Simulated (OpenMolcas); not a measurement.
## Single-point calculation of PH

System: PH, SMILES [PH].
Method: NEVPT2/6-31G* (OpenMolcas 26.06).

The geometry is that of the parent species in another charge or spin state. The geometry comes from this level: GFN2-xTB.

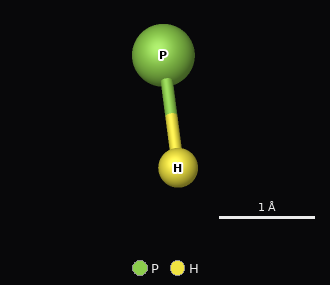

The structure as given in the input (ball-and-stick view, seen at an oblique angle).

Results in brief:

| quantity | value |
| --- | --- |
| outcome | converged |
| total energy | −341.287702 hartree |
| basis functions | 20 |
| hardware | 1 thread of Arm Neoverse V1, 24 GiB of memory available, shared host |
| wall time | 1.7 s |
| peak memory | 0.37 GiB |

The input:
```
>>> EXPORT MOLCAS_PRINT=2
&GATEWAY
BasLib
$CurrDir
Coord
struct.xyz
Basis
6-31Gs
Group
NoSym
&SEWARD
&RASSCF
FileOrb
$CurrDir/step2.RasOrb
Spin
1
Nactel
6 0 0
Inactive
5
Ras2
5
OrbListing
Nothing
&CASPT2
PC-NEVPT2
Frozen
5
```

File struct.xyz:
```
2

P      0.000000     0.000000     0.000000
H      0.000000     0.000000     1.399070
```

Launched with:
```bash
export MOLCAS_MEM=1860
pymolcas step6.inp > step6.log
```

The program's output:
```
--- Start Module: gateway ---

                                              &GATEWAY

                       available to each process: 1.9 GB of memory, 1 thread

 Basis Set     1 Label: P.6-31GS
 Basis set is read from library:.
 basistype.tbl is not found

 Basis Set     2 Label: H.6-31GS
 Basis set is read from library:.
 basistype.tbl is not found

++    Symmetry information:
      ---------------------

                    Character Table for C1

                             E
                    a        1  x, y, xy, Rz, z, xz, Ry, yz, Rx, I
--

++    Basis set information:
      ----------------------

      Basis set label: P.6-31GS.........

      Electronic valence basis set:
      ------------------
      Associated Effective Charge  15.000000 au
      Associated Actual Charge     15.000000 au
      Nuclear Model: Point charge

      Shell  nPrim  nBasis  Cartesian Spherical Contaminant
         s      16       4        X
         p      10       3        X
         d       1       1                 X

      Basis set label: H.6-31GS.........

      Electronic valence basis set:
      ------------------
      Associated Effective Charge   1.000000 au
      Associated Actual Charge      1.000000 au
      Nuclear Model: Point charge

      Shell  nPrim  nBasis  Cartesian Spherical Contaminant
         s       4       2        X
--

++    Molecular structure info:
      -------------------------

                    ************************************************
                    **** Cartesian Coordinates / bohr, angstrom ****
                    ************************************************

     Center  Label                x              y              z                     x              y              z
        1      P1               0.000000       0.000000       0.000000              0.000000       0.000000       0.000000
        2      H2               0.000000       0.000000       2.643859              0.000000       0.000000       1.399070
--

            Nuclear Potential Energy              5.67352467 au

--- Stop Module: gateway /rc=_RC_ALL_IS_WELL_ ---

--- Start Module: seward ---

                                              &SEWARD

                       available to each process: 1.9 GB of memory, 1 thread

               SEWARD will generate:
                  Multipole Moment integrals up to order  2
                  Kinetic Energy integrals
                  Nuclear Attraction integrals (point charge)
                  One-Electron Hamiltonian integrals
                  Velocity integrals
                  Orbital angular momentum around (  0.0000   0.0000   0.0833 )
                  Velocity quadrupole around (  0.0000   0.0000   0.0833 )
                  Two-Electron Repulsion integrals

                   Integrals are discarded if absolute value <: 1.00E-14
                   Integral cutoff threshold is set to       <: 1.00E-16

            Nuclear Potential Energy              5.67352467 au

      Basis set specifications :
      Symmetry species         a
      Basis functions           20

--- Stop Module: seward /rc=_RC_ALL_IS_WELL_ ---

--- Start Module: rasscf ---

                                              &RASSCF

                       available to each process: 1.9 GB of memory, 1 thread

      Header of the ONEINT file:
      --------------------------

      OrdInt status: non-squared

      Cartesian coordinates in angstrom:
      -----------------------------------------------------
      No.  Label        X            Y            Z
      -----------------------------------------------------
       1   P1         0.00000000   0.00000000   0.00000000
       2   H2         0.00000000   0.00000000   1.39907000
      -----------------------------------------------------
      Nuclear repulsion energy =    5.67352467

++    Wave function specifications:
      -----------------------------

      Number of closed shell electrons          10
      Number of electrons in active shells       6
      Max number of holes in RAS1 space          0
      Max nr of electrons in RAS3 space          0
      Number of inactive orbitals                5
      Number of active orbitals                  5
      Number of secondary orbitals              10
      Spin quantum number                      0.0
      State symmetry                             1
--

++    Orbital specifications:
      -----------------------

      Symmetry species                           1
                                                 a
      Frozen orbitals                            0
      Inactive orbitals                          5
      Active orbitals                            5
      RAS1 orbitals                              0
      RAS2 orbitals                              5
      RAS3 orbitals                              0
      Secondary orbitals                        10
      Deleted orbitals                           0
      Number of basis functions                 20
--

++    CI expansion specifications:
      ----------------------------

      Number of CSFs                            50
      Number of spin combinations               55
      Number of determinants                   100
      Number of root(s) required                 1
      Root chosen for geometry opt.              1
      CI root used                               1

      highest root included in the CI            1
      max. size of the explicit Hamiltonian     50
--

++    Optimization specifications:
      ----------------------------

      RASSCF algorithm: Conventional
      Maximum number of macro iterations       200
      Maximum number of SX iterations          100
      Threshold for RASSCF energy            1.000E-08
      Threshold for max MO rotation          1.000E-01
      Threshold for max BLB element          1.000E-04
      Level shift parameter                  5.000E-01
      Make Quasi-Newton update
--

      The MO-coefficients are taken from the file:
      step2.RasOrb
      Title: RASSCF average (pseudo-natural) orbitals

      Total molecular charge    0.00

      ************************************************************************************************************************
      *                                            Wave function control section                                             *
      ************************************************************************************************************************

                                         RASSCF iterations: Energy and convergence statistics
                                         ----------------------------------------------------

          iter iter root      energy       change     param      element    value   shift minimum  type update hh:mm:ss
 Nr of preliminary CI iterations:   1
        1   1    3    1  -341.22709816    0.00E+00   6.43E-06    6  20 1 -3.09E-06   0.00   0.00    SX    NO    0:00:00
        2   1    3    1  -341.22709816   -2.01E-11   2.86E-06    7  15 1 -9.31E-07   0.00   0.00    SX    NO    0:00:00
        3   1    2    1  -341.22709816   -2.33E-12   1.39E-06    7  20 1  3.87E-07   0.00   0.00    SX    NO    0:00:00
        4   1    2    1  -341.22709816   -1.02E-12   6.33E-07    7  20 1  1.72E-07   0.00   0.00    SX    NO    0:00:00
      Convergence after  4 iterations
        5   1    2    1  -341.22709816   -1.71E-13   6.33E-07    7  20 1  7.72E-08   0.00   0.00    SX    NO    0:00:00

      ************************************************************************************************************************
                                                      Wave function printout:
                       occupation of active orbitals, and spin coupling of open shells (u,d: Spin up or down)
      ************************************************************************************************************************

      Note: transformation to natural orbitals
      has been made, which may change the order of the CSFs.

      printout of CI-coefficients larger than  0.05 for root  1
      energy=    -341.227098
      conf/sym  11111     Coeff  Weight
             2  22ud0  -0.99378 0.98759
            27  20ud2   0.10536 0.01110

      Natural orbitals and occupation numbers for root  1
      sym 1:   1.999265   1.977777   1.000000   1.000000   0.022958

      ************************************************************************************************************************
      *                                                    Final results                                                     *
      ************************************************************************************************************************

++    Final optimization conditions:
      ------------------------------

      Average CI energy                            -341.22709816
      RASSCF energy for state  1                   -341.22709816
      Super-CI energy                                -0.00000000
      RASSCF energy change                           -0.00000000
      Max change in MO coefficients               7.154E-07
      Max non-diagonal density matrix element     6.328E-07
      Maximum BLB matrix element                  7.718E-08
      (orbital pair   7,  20 in symmetry   1)
      Norm of electronic gradient            1.250E-07
--

      Final state energy(ies):
      ------------------------

::    RASSCF root number  1 Total energy:   -341.22709816
      Von Neumann Entropy (Root   1) =  1.09045

      Mulliken population analysis for root number:  1
      -----------------------------------------------

++    Molecular charges:
      ------------------

      Mulliken charges per centre
      ---------------------------

                P1      H2
      Total   14.9704  1.0296

      N-E      0.0296 -0.0296

      Total electronic charge=   16.000000

      Total            charge=   -0.000000
--

      Expectation values of various properties for root number:  1
      -----------------------------------------------------------

++    Molecular properties:
      ---------------------

      Charge (e):
                      =   -0.0000
      Dipole Moment (debye):
      Origin of the operator (angstrom)=    0.0000    0.0000    0.0441
                   X=  1.9393E-14               Y=  2.4776E-15               Z=  7.6614E-01           Total=  7.6614E-01
      Quadrupole Moment (debye*angstrom):
      Origin of the operator (angstrom)=    0.0000    0.0000    0.0441
                  XX= -1.4471E+01              XY=  1.1844E-08              XZ= -1.6926E-14              YY= -1.4471E+01
                  YZ=  1.2920E-14              ZZ= -1.4150E+01
      In traceless form (debye*angstrom)
                  XX= -1.6074E-01              XY=  1.7766E-08              XZ= -2.5389E-14              YY= -1.6074E-01
                  YZ=  1.9380E-14              ZZ=  3.2148E-01
--

      Average orbitals are written to the RASORB file
      Natural orbitals for root   1 are written to the RASORB.1 file
      Spin density orbitals for root   1 are written to the SPDORB.1 file

--- Stop Module: rasscf /rc=_RC_ALL_IS_WELL_ ---

--- Start Module: caspt2 ---

                                              &CASPT2

                       available to each process: 1.9 GB of memory, 1 thread

 ###############################################################################
 ###    WARNING: User changed nr of frozen orbitals.                         ###
 ###############################################################################

++    Wave function specifications:
      -----------------------------

      Number of closed shell electrons           0
      Number of electrons in active shells       6
      Max number of holes in RAS1 space          0
      Max number of electrons in RAS3 space      0
      Number of inactive orbitals                0
      Number of active orbitals                  5
      Number of secondary orbitals              10
      Spin quantum number                      0.0
      State symmetry                             1
      Number of CSFs                            50
      Number of CASSCF root(s) available         1
      NEVPT2 state passed to geometry opt.       1
      A file JOBMIX will be created
      This is a CASSCF or RASSCF reference function
--

++    Orbital specifications:
      -----------------------

      Symmetry species                           1
                                                 a
      Frozen orbitals                            5
      Inactive orbitals                          0
      Active orbitals                            5
      Secondary orbitals                        10
      Deleted orbitals                           0
      Number of basis functions                 20
--

++    NEVPT2 specifications:
      ----------------------

      Type of calculation                        SS-NEVPT2
      Internal contraction for energies          partially and strongly contracted
                                                 (PC-NEVPT2 and SC-NEVPT2)
      Denominator threshold for SC-NEVPT2        1.00E-09
      Fock operator                              state-specific
      0th-order Hamiltonian                      DYALL
      IPEA shift                                 0.00
      Real shift                                 0.00
      Imaginary shift                            0.00
      The input orbitals will be transformed to quasi-canonical
--

--------------------------------------------------------------------------------
 Estimated memory requirements:
  POLY3 :                   252780
  RHS:                      260825
  SIGMA :                   255000
  PRPCTL:                        0
 Available workspace:    232489109

++ NEVPT2 computation for group   1

********************************************************************************
 Multi-State initialization phase begins for group   1
--------------------------------------------------------------------------------
********************************************************************************
 Compute H0 matrices for state    1
--------------------------------------------------------------------------------
--------------------------------------------------------------------------------
 H0 matrices have been computed.

********************************************************************************
  NEVPT2 EQUATION SOLUTION
--------------------------------------------------------------------------------

  Total nr of NEVPT2 parameters:
   Before reduction:        2525
   After  reduction:        1680

 Variance of |WF0>:       0.1425878099
-----------------------------------------------------------------------------------------------------------------------------

  FINAL PC-NEVPT2 RESULT:

      Reference energy:        -341.2270981583
      E2 (Non-variational):      -0.0606039819
      E2 (Variational):          -0.0606039819
      Total energy:            -341.2877021402
      Residual norm:              0.0000000000
      Reference weight:           0.97287

      Contributions to the PC-NEVPT2 correlation energy
      Active & Virtual Only:         -0.0606039819
      One Inactive Excited:           0.0000000000
      Two Inactive Excited:           0.0000000000

  FINAL SC-NEVPT2 RESULT:

      Reference energy:        -341.2270981583
      E2 (Non-variational):      -0.0600295813
      E2 (Variational):          -0.0600295813
      Total energy:            -341.2871277396
      Residual norm:              0.0000000000
      Reference weight:           0.97367

      Contributions to the SC-NEVPT2 correlation energy
      Active & Virtual only:         -0.0600295813
      One Inactive Excited:           0.0000000000
      Two Inactive Excited:           0.0000000000

++ Denominators, etc.
--------------------------------------------------------------------------------------------------------------
 Report on small energy denominators, large coefficients, and large energy contributions.
CASE  SYMM ACTIVE-MIX  NON-ACTIVE INDICES          DENOMINATOR     RHS VALUE       COEFFICIENT     CONTRIBUTION
ATVX     1  Mu1.0021  Se1.016                       1.97044736     -0.05737422      0.02911736     -0.00167059
ATVX     1  Mu1.0020  Se1.017                       1.97044736      0.05737421     -0.02911735     -0.00167059
ATVX     1  Mu1.0005  Se1.019                       1.39859323     -0.05132247      0.03669578     -0.00188332
ATVX     1  Mu1.0015  Se1.019                       1.79952930     -0.14915952      0.08288807     -0.01236355
--

   (Skipping property calculation,
    use PROP keyword to activate)
--

  Total PC-NEVPT2 energies:
::    PC-NEVPT2 Root  1     Total energy:   -341.28770214

  A NEW JOBIPH FILE NAMED 'JOBMIX' IS PREPARED.
********************************************************************************
--- Stop Module: caspt2 /rc=_RC_ALL_IS_WELL_ ---

.##################.
.# Happy landing! #.
.##################.

    Timing: Wall=1.46 User=1.07 System=0.38
```
